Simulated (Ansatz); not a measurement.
**Fields on a plane of CeO2 (fluorite)**

```xyz
3
Lattice="0.0000 2.7322 2.7322 2.7322 0.0000 2.7322 2.7322 2.7322 0.0000" Properties=species:S:1:pos:R:3 pbc="T T T"
Ce     0.0000     0.0000     0.0000
O      1.3661     1.3661     1.3661
O      4.0984     4.0984     4.0984
```

The slice is a {111} plane (indices of the conventional cell) through the point (0.250, 0.250, 0.250) (fractional), spanned by u = [100] and v = [-1 2 0] in vectors of this cell: u (3.86 Å) and v (6.69 Å, at 90° to u). It covers one period; positions are fractions (u, v).

Atoms on it: O at (0.00, 0.00); O at (0.50, 0.50). Other atoms lie within 1 Å of the plane.

The numbers are results of PBE (plane waves to 420 eV, PAW, scalar-relativistic; Ansatz, a program for electronic structure), not measurements. k mesh 10×10×10. Near the nuclei the fields are pseudised (PAW); where an atom keeps semicore shells as valence, they peak there. CeO2 is run without spin polarisation. CeO2 was relaxed with its symmetry unable to fall. The PAW data are Ansatz's earlier set. The f-shell state is unchecked: a lower one may exist.

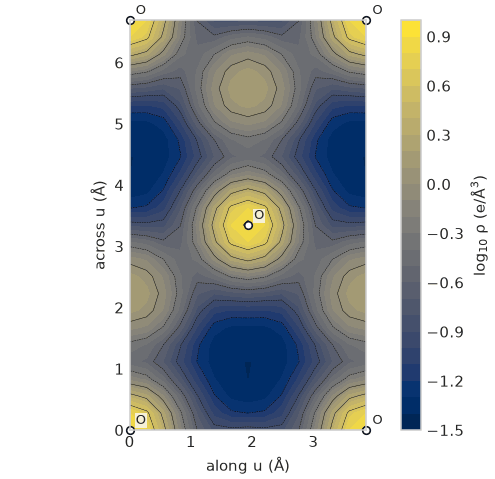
Figure. Log₁₀ of the valence density in e/Å³, one period of the plane, atoms marked. The scale is logarithmic, as a density can span decades between atoms and voids.

```
|xx97114641179x|
|99931489841399|
|98413799973148|
|53114899984113|
|00005899985000|
|00002678762000|
|00000133310000|
|00000111110000|
|00003577753000|
|00027999997200|
|000389xxx98300|
|100389xxx98300|
|641179xxx97114|
|98413999993148|
|99731489841379|
|99841135311489|
|99850000000589|
|87620000000267|
|33100000000013|
|11100000000011|
|77530000000357|
|99972000002799|
|xx98300000389x|
|xx98300100389x|
```
Scale: ten equal steps from 0.02 (start of '0') to 0.82 (end of '9'), in the order '0123456789'. Values: electron localisation function (ELF). The map has 14 points along u (one character each, u = 0 at the left) and 24 along v (v = 0 in the bottom row). Points within 0.5 Å of a nucleus are blanked (x), as the pseudised field means little there.
